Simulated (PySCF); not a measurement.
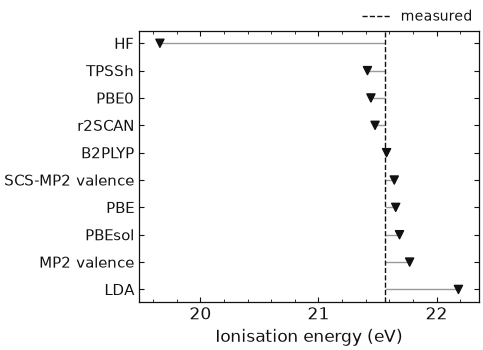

The ionisation energy of neutral neon ([Ne] → [He] 2s² 2p⁵) across levels of theory. PySCF, aug-cc-pV5Z, non-relativistic, unrestricted single determinants, no spin-orbit coupling. Methods marked “valence” freeze 2 core electrons.

Which methods come out highest, lowest and best?

The values run from 19.66 eV (HF) to 22.19 eV (LDA). The measured value is 21.56 eV; nearest to it come B2PLYP (+0.01) and SCS-MP2 valence (+0.08), furthest HF (−1.91 eV). These values lack spin-orbit coupling; with the first-order correction of −0.033 eV added, B2PLYP comes nearest (−0.02).

```csv
Method,Ionisation energy (eV)
HF,19.66
LDA,22.19
PBE,21.65
PBE0,21.44
r2SCAN,21.48
PBEsol,21.69
TPSSh,21.41
B2PLYP,21.58
MP2 valence,21.77
SCS-MP2 valence,21.64
```
